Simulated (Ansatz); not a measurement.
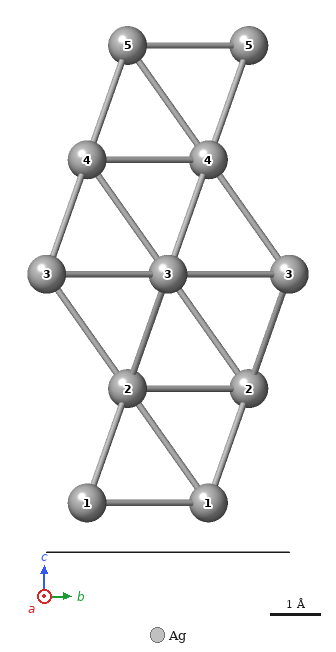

Reference structure: a (1 1 1) slab of Ag as cut from the relaxed bulk. The picture is a ball-and-stick view of the 3 × 2 repeat of the cell, outlined in the plane, without the vacuum, seen along the a axis.

Level of theory: DFT LDA, scalar-relativistic, plane waves, PAW (Ansatz). Set-up: plane-wave cutoff 420 eV; occupations gaussian; smearing width 0.1 eV; no spin polarisation. The k-mesh is chosen for each cell (12×12×15, 12×12×1).

Now this is done to it. The atoms of the slab are relaxed at the bulk's in-plane cell.

What does the calculation give for the changed structure?

Answer. The surface energy (mean of the two faces) falls from 1.20 to 1.20 J/m². The top spacing, between the Ag and Ag planes, goes from 2.31 to 2.30 Å (−0.5 %), the bottom one (Ag to Ag) from 2.31 to 2.30 Å (−0.5 %). The work function of the top face goes from 4.88 to 4.87 eV. The cell stays as it was. The largest moves relative to the layer's centre, 0.036 Å, are those of Ag1 and Ag5. Ag5 goes along the normal (−c). Among the bonded contacts that change: Ag–Ag 2.830 → 2.810 to 2.830 Å.
